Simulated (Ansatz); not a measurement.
GeH₃Cl: single-point calculation

System: GeH₃Cl.
Method: RKS SPW92 (LDA)/def2-TZVPP (Ansatz 0.2.0).

The geometry comes from this level: PBE0-D4/def2-TZVP.

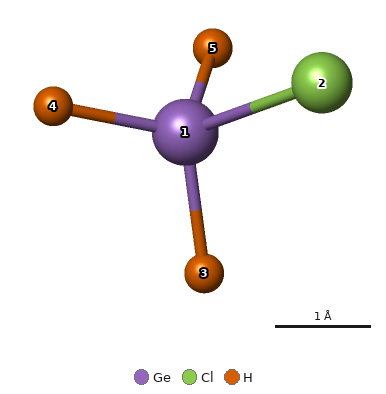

Figure 1. The structure (ball-and-stick view, seen at a tilt; atoms are numbered from 1 in the order of the input). Sticks mark near contacts.

Key numbers:

```json
{"quantity": "outcome", "value": "converged"}
{"quantity": "total energy", "value": "−68963.6739 eV"}
{"quantity": "SCF solution under orbital rotations", "value": "stable"}
{"quantity": "hardware", "value": "8 threads of Arm Neoverse V2, 23 GiB of memory available, shared host"}
{"quantity": "peak memory", "value": "0.49 GiB"}
```

The input:
```yaml
crystal:
  periodic: [false, false, false]
  atoms:
    - {symbol: Ge, position_ang: [-0.882773, -1.233362, 0.001587]}
    - {symbol: Cl, position_ang: [0.244127, -0.604981, 1.727847]}
    - {symbol: H, position_ang: [0.128577, -1.571778, -1.098117]}
    - {symbol: H, position_ang: [-1.698947, -2.460924, 0.418241]}
    - {symbol: H, position_ang: [-1.785194, -0.061898, -0.398427]}
basis:
  gaussian: {orbitals: def2-TZVPP}
hamiltonian: {xc: lda}
```

Launch command:
```bash
ansatz run in.yaml --threads 8 --pin off --events-out ev --progress --plain --max-ram 19148MiB
```

Log:
```
Functional definition: SPW92
  name "SPW92"
  cite "Dirac, Proc. Camb. Phil. Soc. 26, 376 (1930) doi:10.1017/S0305004100016108"
  cite "Slater, Phys. Rev. 81, 385 (1951) doi:10.1103/PhysRev.81.385"
  cite "Perdew & Wang, Phys. Rev. B 45, 13244 (1992) doi:10.1103/PhysRevB.45.13244"
  exchange = slater_x
  correlation = pw_c
829 factors; their error is unknown
mean field evaluation 1: about -68962.6293 eV, gradient 3.0e1 eV
mean field evaluation 2: about -68962.6334 eV, gradient 3.7e1 eV
mean field evaluation 4: about -68963.6825 eV, gradient 1.9e0 eV
mean field evaluation 8: about -68963.6930 eV, gradient 3.1e-2 eV
mean field evaluation 16: about -68963.6739 eV, gradient 3.0e-5 eV
mean field -68963.67386229 eV, -2534.3682691822 hartree, gradient 3.0e-5 eV, S^2 0.000000; 0 other end points of the search recorded, 0 dependent functions left out
reference -68963.67389484 eV, -2534.3682703782 hartree; 26, 26 occupied and 106, 106 virtual orbitals, 829 factors
Total energy: -68963.67389484 eV, -2534.3682703782 hartree
```
